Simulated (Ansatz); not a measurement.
# SiNH$_{7}$ClF: geometry relaxation (part 1 of 2)

The run: geometry relaxation of SiNH$_{7}$ClF. Method and program: RKS B3LYP-D4/def2-mTZVP (Ansatz 0.2.0).

It belongs to a series of runs on one base structure; here: end point B relaxed. Figures and captions count atoms from 1; the log counts them from 0 in places.

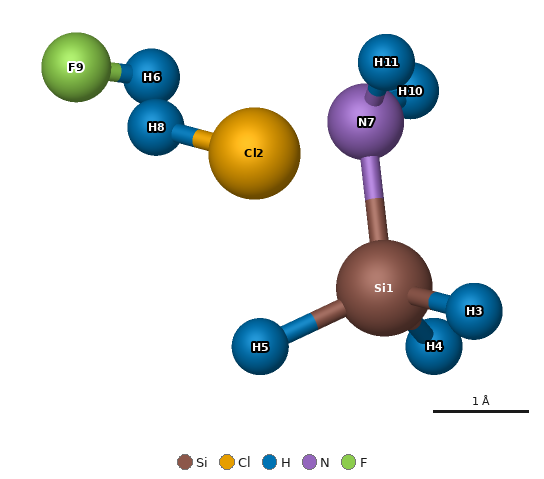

Fig. 1: The structure as given in the input (ball-and-stick view, seen at a tilt; atoms are numbered from 1 in the order of the input). Bond lengths as drawn: Cl–H 1.32 Å, F–H 0.92 Å, H–N 1.01 to 1.02 Å, H–Si 1.48 Å and N–Si 1.80 Å.

Input file
```yaml
crystal:
  periodic: [false, false, false]
  atoms:
    - { symbol: Si, position_ang: [-1.134115, 0.790007, -0.41942] }
    - { symbol: Cl, position_ang: [0.766051, -1.805896, -1.621931] }
    - { symbol: H, position_ang: [-1.103457, 0.920042, -1.892934] }
    - { symbol: H, position_ang: [-1.965425, 1.87292, 0.164559] }
    - { symbol: H, position_ang: [-1.730145, -0.510024, -0.045967] }
    - { symbol: H, position_ang: [0.865536, -0.869653, 1.654377] }
    - { symbol: "N", position_ang: [0.497559, 0.966279, 0.309861] }
    - { symbol: H, position_ang: [0.83424, -2.206582, -0.369138] }
    - { symbol: F, position_ang: [1.024696, -1.770593, 1.754662] }
    - { symbol: H, position_ang: [0.668371, 1.85078, 0.77454] }
    - { symbol: H, position_ang: [1.276589, 0.762722, -0.308709] }
basis:
  gaussian: { orbitals: def2-mTZVP }
hamiltonian:
  xc: b3lyp
  dispersion: d4
relax:
  f_tol: 0.03
  max_steps: 50
```

Run as:
```bash
ansatz run input.yaml --threads 2 --pin off --max-ram 3072MiB --backend cpu --events-out ev --progress --plain --runs-dir out
```

Output
```
The last accepted step is kept in [file] (removed where the run ends without a failure and the disk answers)
Engine: ansatz 0.2.0, aarch64-unknown-linux-gnu
Functional definition: B3LYP
  parameter a0 = 0.2
  parameter ax = 0.72
  parameter ac = 0.81
  exchange = (1 - a0 - ax)*slater_x + ax*b88_x + a0*exact_x
  correlation = (1 - ac)*vwn_rpa_c + ac*lyp_c
1001 factors; integrals over basis functions are off by at most 7.7e-4 eV
mean field evaluation 1: about -24717.0802 eV, gradient 6.8e1 eV
mean field evaluation 2: about -24703.7176 eV, gradient 1.0e2 eV
mean field evaluation 4: about -24725.0630 eV, gradient 5.9e0 eV
mean field evaluation 8: about -24725.1382 eV, gradient 2.6e-2 eV
mean field -24725.13823307 eV, -908.6320707648 hartree, gradient 1.1e-5 eV, S^2 0.000000; 0 other end points of the search recorded, 0 dependent functions left out
the calculation of the forces begins
reference -24725.13850157 eV, -908.6320806320 hartree; 27, 27 occupied and 76, 76 virtual orbitals, 1001 factors
relax step   1: F+E_penalty+E_count = -24725.43184304 eV  Δ(F+E_penalty+E_count) = +0.000e0 eV  max|allowed force component| = 1.511e0 eV/Å  Δτ_max = 0.0000 Å  (25 SCF iters, accepted)
these checks for a lower state are left out or cut short: starts, cluster_reference, orbital_swaps, neighbouring_geometries, increment
1001 factors; integrals over basis functions are off by at most 7.9e-4 eV
mean field evaluation 16: about -24725.1993 eV, gradient 4.8e0 eV
mean field -24725.29895653 eV, -908.6379772428 hartree, gradient 1.9e-5 eV, S^2 0.000000; 0 other end points of the search recorded, 0 dependent functions left out
[... from here on the field's lines of each further geometry are left out, up to the last ...]
relax step   2: F+E_penalty+E_count = -24725.59642128 eV  Δ(F+E_penalty+E_count) = -1.646e-1 eV  max|allowed force component| = 8.114e-1 eV/Å  Δτ_max = 0.1988 Å  (27 SCF iters, accepted)
relax step   3: F+E_penalty+E_count = -24725.71326545 eV  Δ(F+E_penalty+E_count) = -1.168e-1 eV  max|allowed force component| = 3.733e-1 eV/Å  Δτ_max = 0.1951 Å  (28 SCF iters, accepted)
relax step   4: F+E_penalty+E_count = -24725.75565907 eV  Δ(F+E_penalty+E_count) = -4.239e-2 eV  max|allowed force component| = 6.282e-1 eV/Å  Δτ_max = 0.1921 Å  (28 SCF iters, accepted)
relax step   5: F+E_penalty+E_count = -24725.78684393 eV  Δ(F+E_penalty+E_count) = -3.118e-2 eV  max|allowed force component| = 3.079e-1 eV/Å  Δτ_max = 0.1443 Å  (29 SCF iters, accepted)
relax step   6: F+E_penalty+E_count = -24725.79153836 eV  Δ(F+E_penalty+E_count) = -4.694e-3 eV  max|allowed force component| = 1.289e-1 eV/Å  Δτ_max = 0.0333 Å  (29 SCF iters, accepted)
relax step   7: F+E_penalty+E_count = -24725.79357648 eV  Δ(F+E_penalty+E_count) = -2.038e-3 eV  max|allowed force component| = 2.284e-2 eV/Å  Δτ_max = 0.0511 Å  (29 SCF iters, accepted)
relax step   8: F+E_penalty+E_count = -24725.79503915 eV  Δ(F+E_penalty+E_count) = -1.463e-3 eV  max|allowed force component| = 6.445e-2 eV/Å  Δτ_max = 0.0612 Å  (28 SCF iters, accepted)
relax step   9: F+E_penalty+E_count = -24725.79427455 eV  Δ(F+E_penalty+E_count) = +7.646e-4 eV  max|allowed force component| = 2.505e-1 eV/Å  Δτ_max = 0.1956 Å  (27 SCF iters, rejected (line search))
relax step  10: F+E_penalty+E_count = -24725.79806229 eV  Δ(F+E_penalty+E_count) = -3.023e-3 eV  max|allowed force component| = 5.412e-2 eV/Å  Δτ_max = 0.0978 Å  (28 SCF iters, accepted)
relax step  11: F+E_penalty+E_count = -24725.80077132 eV  Δ(F+E_penalty+E_count) = -2.709e-3 eV  max|allowed force component| = 9.200e-2 eV/Å  Δτ_max = 0.0983 Å  (28 SCF iters, accepted)
relax step  12: F+E_penalty+E_count = -24725.80168626 eV  Δ(F+E_penalty+E_count) = -9.149e-4 eV  max|allowed force component| = 2.488e-1 eV/Å  Δτ_max = 0.1463 Å  (28 SCF iters, accepted)
relax step  13: F+E_penalty+E_count = -24725.80582837 eV  Δ(F+E_penalty+E_count) = -4.142e-3 eV  max|allowed force component| = 1.351e-1 eV/Å  Δτ_max = 0.0336 Å  (29 SCF iters, accepted)
relax step  14: F+E_penalty+E_count = -24725.80847686 eV  Δ(F+E_penalty+E_count) = -2.648e-3 eV  max|allowed force component| = 1.461e-1 eV/Å  Δτ_max = 0.0813 Å  (28 SCF iters, accepted)
relax step  15: F+E_penalty+E_count = -24725.81088430 eV  Δ(F+E_penalty+E_count) = -2.407e-3 eV  max|allowed force component| = 1.610e-1 eV/Å  Δτ_max = 0.0664 Å  (28 SCF iters, accepted)
relax step  16: F+E_penalty+E_count = -24725.81105693 eV  Δ(F+E_penalty+E_count) = -1.726e-4 eV  max|allowed force component| = 2.088e-1 eV/Å  Δτ_max = 0.1960 Å  (27 SCF iters, accepted)
relax step  17: F+E_penalty+E_count = -24725.81560177 eV  Δ(F+E_penalty+E_count) = -4.545e-3 eV  max|allowed force component| = 1.127e-1 eV/Å  Δτ_max = 0.0223 Å  (29 SCF iters, accepted)
relax step  18: F+E_penalty+E_count = -24725.81694445 eV  Δ(F+E_penalty+E_count) = -1.343e-3 eV  max|allowed force component| = 2.541e-2 eV/Å  Δτ_max = 0.0274 Å  (29 SCF iters, accepted)
relax step  19: F+E_penalty+E_count = -24725.81825031 eV  Δ(F+E_penalty+E_count) = -1.306e-3 eV  max|allowed force component| = 3.357e-2 eV/Å  Δτ_max = 0.0694 Å  (28 SCF iters, accepted)
relax step  20: F+E_penalty+E_count = -24725.81832701 eV  Δ(F+E_penalty+E_count) = -7.670e-5 eV  max|allowed force component| = 8.368e-2 eV/Å  Δτ_max = 0.1510 Å  (27 SCF iters, accepted)
relax step  21: F+E_penalty+E_count = -24725.81925782 eV  Δ(F+E_penalty+E_count) = -9.308e-4 eV  max|allowed force component| = 3.912e-2 eV/Å  Δτ_max = 0.0428 Å  (29 SCF iters, accepted)
the calculation of the forces begins
reference -24725.54281804 eV, -908.6469389881 hartree; 27, 27 occupied and 76, 76 virtual orbitals, 1001 factors
relax step  22: F+E_penalty+E_count = -24725.81939015 eV  Δ(F+E_penalty+E_count) = -1.323e-4 eV  max|allowed force component| = 2.577e-2 eV/Å  Δτ_max = 0.0113 Å  (22 SCF iters, accepted)
```

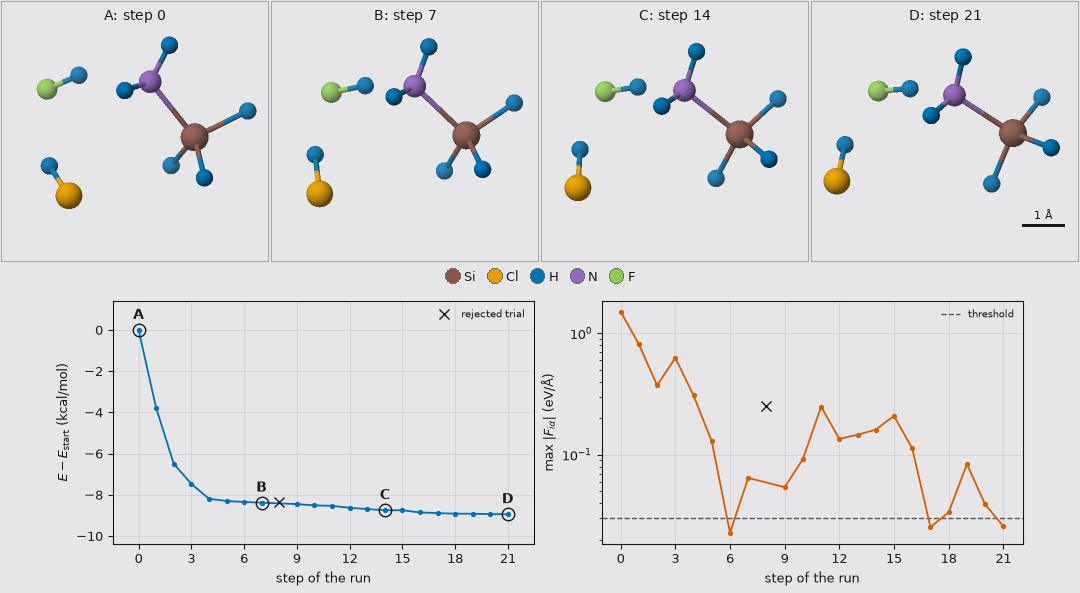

Fig. 2: Frames of the relaxation (ball-and-stick view, seen at a tilt) above the curves, on which the letters mark them (the first geometry is step 0 here and step 1 in the log).

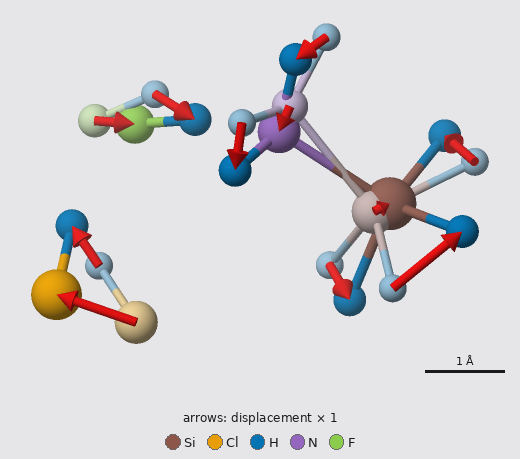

Fig. 3: Start (faint) and end (solid) with the displacements as red arrows, at true length (ball-and-stick view, seen at a tilt). The two geometries are laid on each other by the best rigid fit. Over 21 geometry steps the energy falls by 8.94 kcal/mol. Largest force component: 1.5 eV/Å at the start, 0.026 eV/Å at the end. The line search rejected the trial step at point 8 (counted from 0) and went back. The atom that moves furthest after the best rigid fit is H3 (1.15 Å). Largest moves by element: H 1.15 Å, Cl 1.09 Å, F 0.53 Å, N 0.35 Å, Si 0.23 Å. Among the contacts that change: H6–F9 0.920 → 0.998 Å, Si1–N7 1.796 → 1.778 Å, Cl2–H8 1.317 → 1.321 Å. Among the angles that change: H5–Si1–N7 110.5° → 107.0°, H4–Si1–H5 108.4° → 111.6°. (Atoms are counted from 1 in the order of the input.)

```
1001 factors; integrals over basis functions are off by at most 8.3e-4 eV
mean field -24725.54253633 eV, -908.6469286353 hartree, gradient 2.4e-5 eV, S^2 0.000000; 1 other end points of the search recorded, 0 dependent functions left out
the calculation of the forces begins
reference -24725.54281804 eV, -908.6469389881 hartree; 27, 27 occupied and 76, 76 virtual orbitals, 1001 factors
Total energy: -24725.81967186 eV, -908.6571131784 hartree
Atom 0 at    -1.257972     0.963487    -0.337587 Å, force     0.003321     0.001337     0.001153 eV/Å
Atom 1 at     1.510781    -2.442547    -1.123034 Å, force     0.004291    -0.001418    -0.017138 eV/Å
Atom 2 at    -1.405766     1.919393    -1.461572 Å, force     0.000098    -0.002386     0.005312 eV/Å
Atom 3 at    -1.910875     1.515244     0.867762 Å, force     0.001029    -0.002120    -0.003523 eV/Å
Atom 4 at    -1.827621    -0.344502    -0.712704 Å, force     0.000968     0.004732    -0.000061 eV/Å
Atom 5 at     0.586487    -0.498551     1.115078 Å, force     0.005400    -0.025569     0.014891 eV/Å
Atom 6 at     0.443613     0.683843     0.096030 Å, force    -0.001765    -0.002209    -0.007941 eV/Å
Atom 7 at     1.208937    -2.244614     0.147824 Å, force    -0.004940     0.001038     0.018648 eV/Å
Atom 8 at     0.713788    -1.360023     1.603535 Å, force    -0.003356     0.025767    -0.013905 eV/Å
Atom 9 at     0.929330     1.494178     0.471596 Å, force    -0.004138     0.000093    -0.000951 eV/Å
Atom 10 at     1.009198     0.314094    -0.667028 Å, force    -0.000908     0.000735     0.003516 eV/Å
Dipole moment:    -0.168501     0.872754    -0.152249 e Å
```

Trajectory as extended XYZ (Å, eV, eV/Å), 22 frames, from step=1 to step=22
```
11
Properties=species:S:1:pos:R:3:forces:R:3 step=1 energy=-24725.43184
Si   -1.1341    0.7900   -0.4194    0.6054   0.1658   0.3709
Cl    0.7661   -1.8059   -1.6219    0.0880  -0.2097   0.3224
H    -1.1035    0.9200   -1.8929   -0.0315   0.0111  -0.0057
H    -1.9654    1.8729    0.1646    0.0303  -0.0107  -0.0064
H    -1.7301   -0.5100   -0.0460    0.0067   0.0084  -0.0239
H     0.8655   -0.8697    1.6544   -0.2770   1.5105  -0.3695
N     0.4976    0.9663    0.3099   -0.5607  -0.4352  -0.0537
H     0.8342   -2.2066   -0.3691    0.0118   0.1288  -0.2436
F     1.0247   -1.7706    1.7547    0.1815  -1.1800   0.0026
H     0.6684    1.8508    0.7745   -0.0019  -0.0053  -0.0267
H     1.2766    0.7627   -0.3087   -0.0525   0.0163   0.0336
11
Properties=species:S:1:pos:R:3:forces:R:3 step=2 energy=-24725.59642
Si   -1.1265    0.7905   -0.3899    0.1317  -0.0592   0.1449
Cl    0.8208   -1.8888   -1.6181    0.0437  -0.1039   0.2306
H    -1.0971    0.9291   -1.8644    0.0471   0.0399   0.0294
H    -1.9490    1.8802    0.1903    0.0591   0.0053   0.0286
H    -1.7399   -0.5078   -0.0417   -0.0158   0.0122  -0.0143
H     0.8340   -0.7475    1.5007   -0.1914   0.8114  -0.3161
N     0.4888    0.9008    0.3567   -0.2209  -0.2962   0.0523
H     0.8521   -2.1886   -0.3383    0.0268   0.0659  -0.1296
F     0.9850   -1.6610    1.6655    0.0687  -0.4610  -0.0284
H     0.6716    1.7883    0.8124    0.0380  -0.0189   0.0365
H     1.2600    0.7049   -0.2733    0.0133   0.0046  -0.0338
11
Properties=species:S:1:pos:R:3:forces:R:3 step=3 energy=-24725.71326
Si   -1.1166    0.7727   -0.3651   -0.2421  -0.1275  -0.0919
Cl    0.8381   -1.9126   -1.5915    0.0366  -0.0971   0.1497
H    -1.0777    0.9374   -1.8382    0.0813   0.0352   0.0674
H    -1.9210    1.8728    0.2188    0.0662   0.0013   0.0607
H    -1.7504   -0.5222   -0.0437   -0.0239   0.0308  -0.0023
H     0.7757   -0.6337    1.3533   -0.0811   0.3733  -0.1710
N     0.4901    0.8279    0.3877    0.2898   0.1079   0.0013
H     0.8722   -2.1736   -0.3028    0.0302   0.0681  -0.0597
F     0.9548   -1.5486    1.5947    0.0033  -0.1520  -0.0525
H     0.6787    1.7163    0.8557    0.0121  -0.2777  -0.0332
H     1.2560    0.6637   -0.2691   -0.1724   0.0377   0.1315
11
Properties=species:S:1:pos:R:3:forces:R:3 step=4 energy=-24725.75566
Si   -1.1313    0.7666   -0.3422   -0.2908  -0.0076  -0.1338
Cl    0.9110   -2.0629   -1.5705    0.0117  -0.0069   0.4273
H    -1.0571    0.9878   -1.8062    0.0257  -0.0076   0.0824
H    -1.8848    1.8766    0.2902    0.0343  -0.0348   0.0160
H    -1.7941   -0.5198   -0.0508    0.0053   0.0324  -0.0212
H     0.7293   -0.5174    1.2077   -0.0773   0.3248  -0.1304
N     0.4902    0.7652    0.3883   -0.4277  -0.1050  -0.0861
H     0.9318   -2.1157   -0.2397    0.0092   0.0325  -0.2871
F     0.8941   -1.4420    1.5003    0.1146  -0.6282   0.1501
H     0.6866    1.5965    0.9115    0.1372   0.5031   0.4139
H     1.2242    0.6650   -0.2888    0.4577  -0.1028  -0.4310
11
Properties=species:S:1:pos:R:3:forces:R:3 step=5 energy=-24725.78684
Si   -1.1708    0.8079   -0.3391   -0.0553   0.0044  -0.0590
Cl    1.0224   -2.1195   -1.4983   -0.0092  -0.0202   0.2015
H    -1.1002    1.0584   -1.7959   -0.0268   0.0034   0.0296
H    -1.8935    1.9114    0.3388    0.0251  -0.0393  -0.0093
H    -1.8430   -0.4771   -0.0686   -0.0045   0.0130  -0.0152
H     0.7161   -0.5593    1.1558    0.0119  -0.0230  -0.0137
N     0.4740    0.7659    0.3499    0.3071   0.2895   0.0191
H     0.9980   -2.1567   -0.1686    0.0134   0.0395  -0.1944
F     0.8902   -1.4923    1.4661   -0.0112   0.0182   0.0153
H     0.6995    1.5869    0.9195   -0.0383  -0.3079  -0.1867
H     1.2072    0.6745   -0.3598   -0.2122   0.0224   0.2128
```
